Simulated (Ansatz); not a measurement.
# B3LYP/6-31G(d) (spherical functions) run of GeSe (SMILES [Ge-]#[Se+])

Aim: the vertical ionisation energy of GeSe at B3LYP/6-31G* (spherical functions), from 2 runs. 

The calculation is run with Ansatz 0.2.0.

30 further runs of the same task are left out: 30 set aside as unsound or not needed.

### 1 Starting point

GeSe: 2 atoms, total charge 0, spin state singlet. SMILES: `[Ge-]#[Se+]`. The bond length is the measured one.

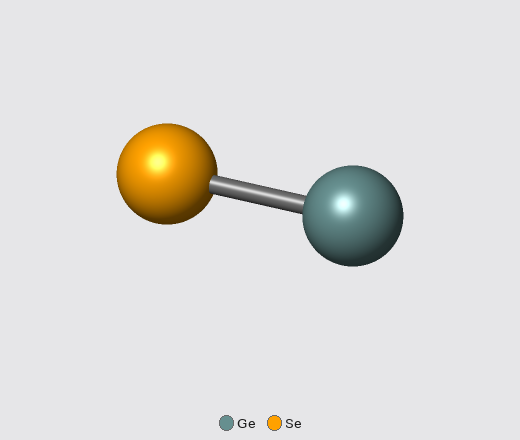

Viewed from a chosen angle; germanium teal, selenium orange.

### 2 The energy at B3LYP/6-31G(d) (spherical functions)

File input.yaml:

```yaml
crystal:
  periodic: [false, false, false]
  atoms:
    - {symbol: Ge, position_ang: [0.000000, 0.000000, 0.000000]}
    - {symbol: Se, position_ang: [0.000000, 0.000000, 2.134629]}
basis:
  gaussian: {orbitals: 6-31G_st_-spherical.json}
hamiltonian: {xc: {name: B3LYP}}
accuracy: high
output: {orbitals: {seedname: orbitals}}
```

The basis set 6-31G* is read from a file made from the Basis Set Exchange's data (not shown).

Run with:

```console
$ ansatz run input.yaml --threads 1 --pin off --max-ram 3480MiB --events-out events.jsonl --progress --plain --runs-dir runs
```

Output:

```text
Warning: RAYON_NUM_THREADS=1 ignored (pool sized by the plan → 1); use --threads N
Functional definition: B3LYP
  name "B3LYP"
  parameter a0 = 0.2
  parameter ax = 0.72
  parameter ac = 0.81
  exchange = (1 - a0 - ax)*slater_x + ax*b88_x + a0*exact_x
  correlation = (1 - ac)*vwn_rpa_c + ac*lyp_c
1066 factors; integrals over basis functions are off by at most 1.2e-8 eV
mean field evaluation 1: about -121853.8049 eV, gradient 2.0e1 eV
mean field evaluation 2: about -121839.9690 eV, gradient 6.5e1 eV
mean field evaluation 4: about -121855.1689 eV, gradient 2.3e0 eV
mean field evaluation 8: about -121855.2187 eV, gradient 9.5e-2 eV
mean field evaluation 16: about -121855.2187 eV, gradient 4.5e-7 eV
mean field -121855.21873204 eV, -4478.0966919686 hartree, gradient 4.3e-9 eV, S^2 0.000000; 0 other end points of the search recorded, 0 dependent functions left out
reference -121855.21875789 eV, -4478.0966929186 hartree; 33, 33 occupied and 31, 31 virtual orbitals, 1066 factors
Total energy: -121855.21875789 eV, -4478.0966929186 hartree
```

Run time: 4.5 s. Hardware: 1 thread of Arm Neoverse V2, shared host; peak memory 0.17 GiB.

### 3 The doublet cation at the same level

File molecule.yaml:

```yaml
crystal:
  periodic: [false, false, false]
  atoms:
    - {symbol: Ge, position_ang: [0.000000, 0.000000, 0.000000]}
    - {symbol: Se, position_ang: [0.000000, 0.000000, 2.134629]}
basis:
  gaussian:
    orbitals: 6-31G_st_-spherical.json
total_charge: 1
magnetization:
  spin_polarized: true
  initial_magnetization: 1
hamiltonian:
  xc: {name: B3LYP}
accuracy: high
output: {orbitals: {seedname: orbitals}}
```

The basis set 6-31G* is read from a file made from the Basis Set Exchange's data (not shown).

Run with:

```console
$ ansatz run molecule.yaml --threads 1 --pin off --max-ram 3480MiB --events-out events.jsonl --progress --plain --runs-dir runs
```

Output (excerpt; [...] marks lines left out):

```text
Warning: RAYON_NUM_THREADS=1 ignored (pool sized by the plan → 1); use --threads N
[... 2 set-up lines as earlier in the session ...]
[...]
1066 factors; integrals over basis functions are off by at most 1.2e-8 eV
[...]
mean field -121845.36508432 eV, -4477.7345770941 hartree, gradient 2.8e-8 eV, S^2 0.752932; 7 other end points of the search recorded, 0 dependent functions left out
reference -121845.36511123 eV, -4477.7345780829 hartree; 33, 32 occupied and 31, 32 virtual orbitals, 1066 factors
Total energy: -121845.36511123 eV, -4477.7345780829 hartree
```

Wall time 29 s (1 thread of Arm Neoverse V2, shared host); peak memory 0.27 GiB.

### 4 Results

Level: B3LYP/6-31G* (spherical functions).

```
                                          quantity           value
                        singlet GeSe: total energy  -4478.09669 Eh
                         singlet GeSe: HOMO energy        -7.35 eV
                         singlet GeSe: LUMO energy        -2.63 eV
                       singlet GeSe: HOMO–LUMO gap         4.72 eV
                      doublet cation: total energy  -4477.73458 Eh
doublet cation: HOMO energy (highest over α and β)       -14.08 eV
 doublet cation: LUMO energy (lowest over α and β)       -12.40 eV
                              doublet cation: ⟨S²⟩           0.753
vertical ionisation energy (to the doublet cation)        9.854 eV
```

In words: The vertical ionisation energy comes to 9.85 eV (227 kcal/mol). The negative HOMO energy of the first species, 7.35 eV, lies 2.50 eV below that difference.
